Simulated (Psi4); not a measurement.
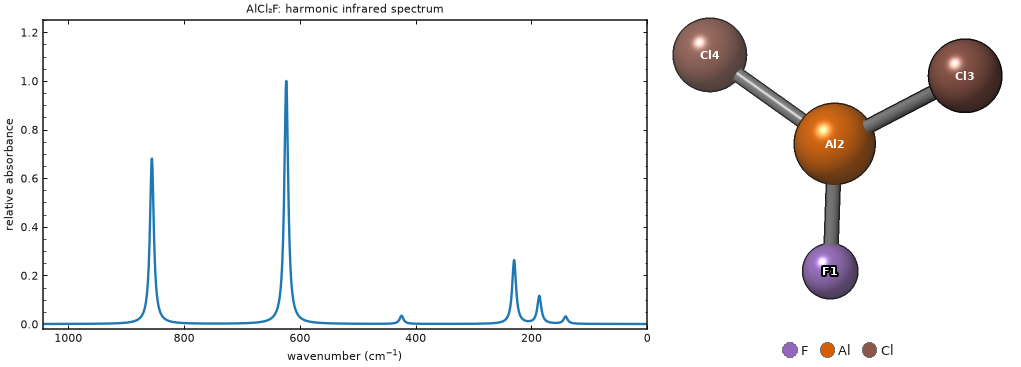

Infrared spectrum of AlCl₂F, SMILES [F][Al]([Cl])[Cl], singlet. Unscaled harmonic wavenumbers and double-harmonic intensities, PBE0/aug-cc-pVDZ, Psi4, at a geometry relaxed at this level, isolated molecule. Lorentzian lines of 8 cm⁻¹ full width. Close modes add up in the curve.

> Which lines are the most intense?

623.6 cm⁻¹ (209.8 km/mol), 855.7 cm⁻¹ (142.7 km/mol) and 230.0 cm⁻¹ (54.9 km/mol).

> List the modes.

```csv
cm⁻¹,km/mol
141.1,6.4
186.5,23.9
230.0,54.9
424.4,7.1
623.6,209.8
855.7,142.7
```

Known limits of this run: double-zeta basis.
